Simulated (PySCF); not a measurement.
## EPR calculation of C₃H₁₀FOSi₂

- system: C₃H₁₀FOSi₂, multiplicity 2, SMILES CC(C)[SiH]O[SiH2]F
- method: UKS B3LYP, pcH-1 on C F H O Si, non-relativistic, mean-field spin-orbit, GIAO (PySCF 2.14.0)

It belongs to a series of runs on one base structure; here: H removed from Si.

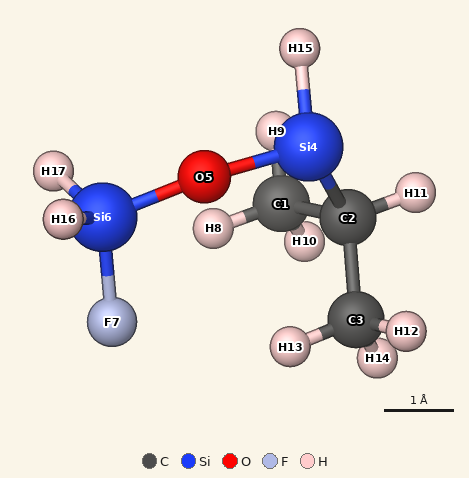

*The structure (ball-and-stick view, seen at a tilt; atoms are numbered from 1 in the order of the input).*

Input file:
```
{"job": {"kind": "epr", "basis": "pcH-1"}, "charge": 0, "multiplicity": 2}
C     -1.052784     1.191949     0.512679
C     -1.244057     0.100620    -0.540662
C     -1.488478    -1.244657     0.140841
Si     0.272204     0.056470    -1.711382
O      1.641551    -0.210385    -0.850934
Si     2.627788    -0.236632     0.412221
F      1.912840    -1.104120     1.562307
H     -0.186692     0.970978     1.134494
H     -0.905779     2.166236     0.049525
H     -1.926939     1.250554     1.161219
H     -2.130090     0.352212    -1.133740
H     -1.684297    -2.024302    -0.592404
H     -0.620722    -1.535478     0.728584
H     -2.345164    -1.182226     0.811717
H      0.542841     1.330956    -2.382004
H      3.811902    -0.961620     0.004862
H      2.768877     1.091475     0.981689
```

The first line tells a small driver script what to run in PySCF; the rest is the geometry in Å.

Machine: 1 CPU thread, shared host.

Launched with:
```bash
OMP_NUM_THREADS=1 python <driver script> task.json out
```

Log:
```
UKS, coarse grid
  cycle   1  E = -874.34407107  |g| = 7.55e-01
  cycle   2  E = -873.95872354  |g| = 1.27e+00
  cycle   3  E = -874.53248194  |g| = 1.31e-01
  cycle   4  E = -874.53764746  |g| = 6.99e-02
  cycle   5  E = -874.53935604  |g| = 1.42e-02
  cycle   6  E = -874.53941798  |g| = 4.03e-03
  cycle   7  E = -874.53942455  |g| = 1.17e-03
  cycle   8  E = -874.53942438  |g| = 3.89e-04
UKS, final grid
  cycle   1  E = -874.53945786  |g| = 5.29e-04
  cycle   2  E = -874.53945772  |g| = 7.88e-04
  cycle   3  E = -874.53945798  |g| = 4.59e-05
  cycle   4  E = -874.53945798  |g| = 2.07e-05
E = -874.53945798 Eh   <S^2> = 0.7511 (exact 0.7500)
g shifts (ppm)      1          2          3
  rmc          -155       -155       -155
  gc             55         12         85
  oz_so       -1041        -40       1165
  total       -1142       -183       1095
hyperfine (MHz)  atom isotope    a_iso     a_fc   dipolar eigenvalues
    0   13C      22.67      22.68     -2.41     -2.14      4.55
    1   13C      48.89      48.88     -7.62     -7.23     14.84
    2   13C       0.93       0.93     -0.77     -0.38      1.15
    3  29Si    -578.91    -579.93   -156.17     77.56     78.61
    4   17O     -42.44     -42.37    -20.61      9.77     10.84
    5  29Si     -10.71     -10.74     -3.39      1.56      1.83
    6   19F      -1.41      -1.41     -1.73     -1.25      2.98
    7    1H      -0.32      -0.32     -2.49     -0.90      3.39
    8    1H       4.00       4.00     -3.04     -0.82      3.86
    9    1H      27.15      27.16     -1.92     -0.64      2.56
   10    1H      -5.54      -5.55     -5.16     -2.10      7.26
   11    1H      -0.26      -0.26     -3.02     -1.90      4.92
   12    1H       0.25       0.25     -2.20     -1.54      3.74
   13    1H      -1.45      -1.45     -1.48     -0.90      2.38
   14    1H     108.73     108.72     -8.12      0.21      7.92
   15    1H      -1.01      -1.01     -1.21     -1.01      2.22
   16    1H       7.85       7.85     -1.25     -0.88      2.13
```

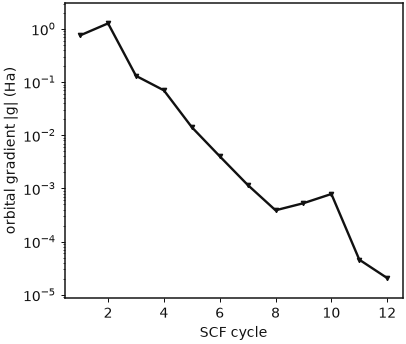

*Convergence of the self-consistent field: orbital gradient |g| against the SCF cycle.*

All cycles printed in the log are drawn one after another.

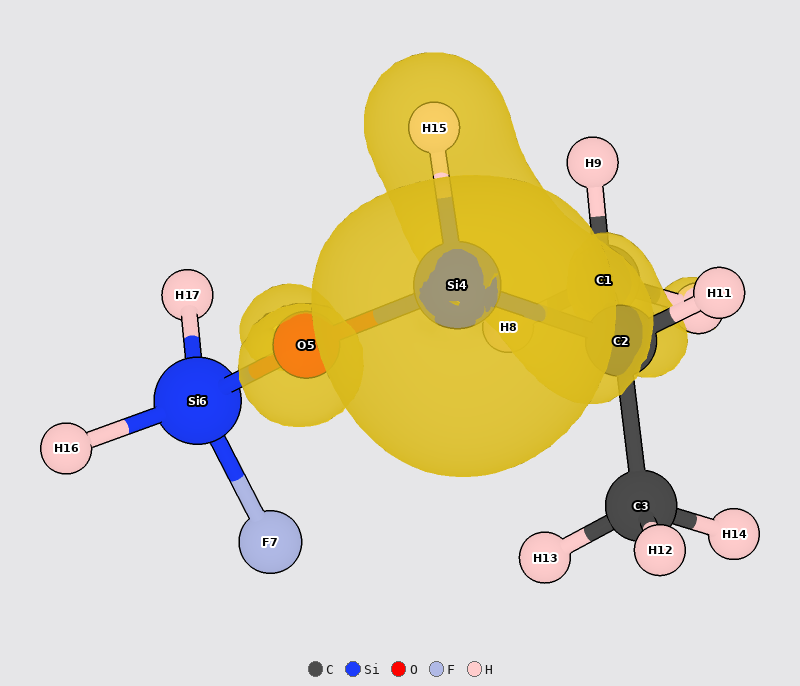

*Isosurface of the spin density at +0.015 e/Å³ (yellow), seen face on.*

The unpaired spin (1 electron) lies mostly on Si4 (about 0.7), in electrons by Hirshfeld's partition.

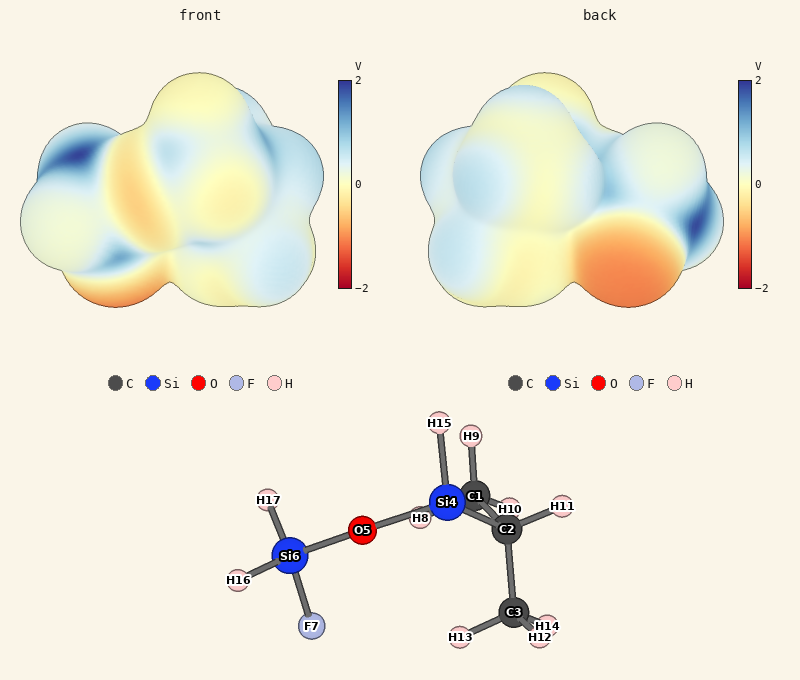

*The electrostatic potential painted on the density surface at 0.002 e/bohr³, seen at a tilt and from behind; red is negative and blue positive. The bare structure is drawn below in the same view.*

Summary:

```tsv
quantity	value
outcome	converged
total energy	−874.539458 hartree
⟨S²⟩	0.751
isotropic g	2.0022
wall time	1.8 min
peak memory	0.96 GiB
```
